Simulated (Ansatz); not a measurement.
Input

```
crystal:
  lattice:
    - [-2.0164676794, 6.0487422547, 2.852508232]
    - [2.0164676794, -6.0487422547, 2.852508232]
    - [2.0164676794, 6.0487422547, -2.852508232]
  atoms:
    - { symbol: Si, position: [0.9999810971, 0.9999810971, 0.0] }
    - { symbol: Ge, position: [0.666087283, 0.9999911398, 0.6660961432] }
    - { symbol: Ge, position: [0.0820219245, 0.2457830403, 0.8362388842] }
    - { symbol: Ge, position: [0.3338949967, 0.9999911398, 0.3339038568] }
    - { symbol: Ge, position: [0.4095441562, 0.2457830403, 0.1637611158] }
    - { symbol: Ge, position: [0.7584705427, 0.2584705427, 0.5] }
basis:
  ecutwfc: 420
kpoints:
  mp_grid: { grid: [12, 12, 12] }
  band_path:
    path:
      - [[0.0, 0.0, 0.0], [0.5, -0.5, 0.5], [0.27778385, -0.27778385, 0.72221615]]
      - [[-0.27778385, 0.27778385, 0.27778385], [0.0, 0.0, 0.0], [0.30559858, 0.30559858, -0.30559858]]
      - [[0.69440142, -0.30559858, 0.30559858], [0.5, -0.5, 0.5]]
      - [[0.0, 0.0, 0.0], [0.0, 0.5, 0.0], [0.25, 0.25, 0.25], [0.5, 0.0, 0.0], [0.0, 0.0, 0.0], [0.0, 0.0, 0.5], [0.25, 0.25, 0.25]]
    npoints: 14
hamiltonian:
  xc: pbe
scf:
  occupations: { method: gaussian, width: 0.01 }
  n_extra_bands: 15
output:
  forces: true
  stress: true
  eigenvalues: true
  populations: true
  dos: { projected: true, de: 0.02, nscf_kmesh: { grid: [15, 15, 15] } }
  bader: true
  write_density: true
  write_potential: true
  elf: true
  volumetric_format: npy
```

Launched as:

```sh
ansatz run input.yaml --threads 1 --pin off --max-ram 2560MiB --backend cpu --events-out ev --progress --plain --runs-dir out
```

Below, planes, directions and counts refer to the conventional cell (a = 4.03 Å, b = 12.10 Å, c = 5.71 Å, α = 90.00°, β = 90.00°, γ = 90.00°).

Space group Imm2; a generated structure, not necessarily the stable one.

All numbers below come from DFT PBE, scalar-relativistic, plane waves, PAW (Ansatz).

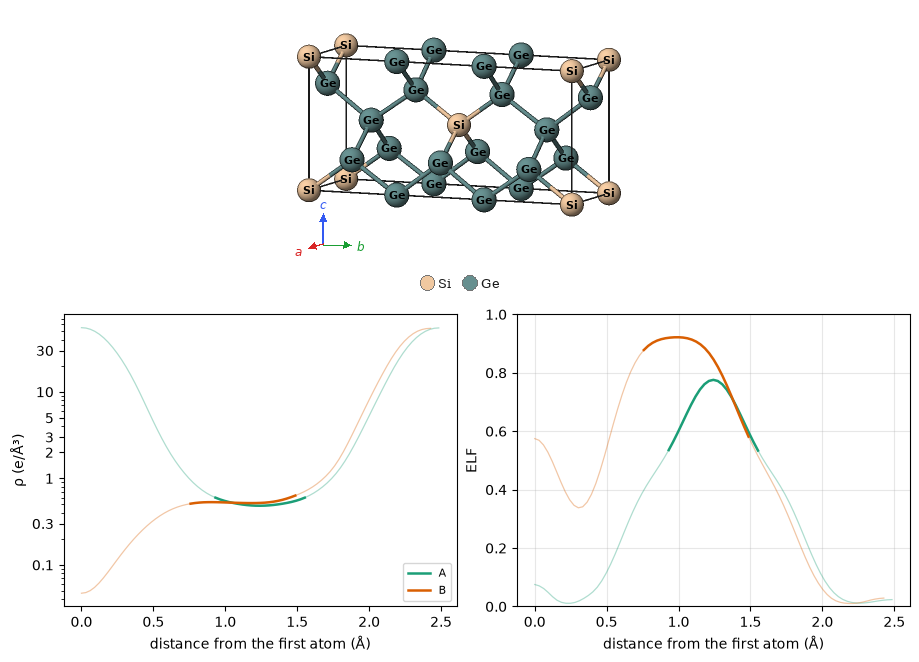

SiGe₅. Valence electron density and electron localisation function along straight lines between neighbouring atoms. Thin, pale parts lie inside the atomic spheres. The structure is drawn too.

The density is the valence pseudo-density of a PAW calculation; it isn't the true density close to the nuclei.

> Which curve belongs to which contact (Ge–Ge and Si–Ge)? The first atom named is at distance zero.

Curve A: Ge–Ge (2.48 Å): the density is about 0.48 e/Å³ at the midpoint; the ELF peaks at about 0.80 between the atoms: a shared electron pair. Curve B: Si–Ge (2.43 Å): the density is about 0.52 e/Å³ at the midpoint; the ELF peaks at about 0.90 between the atoms: localised, covalent bonding.
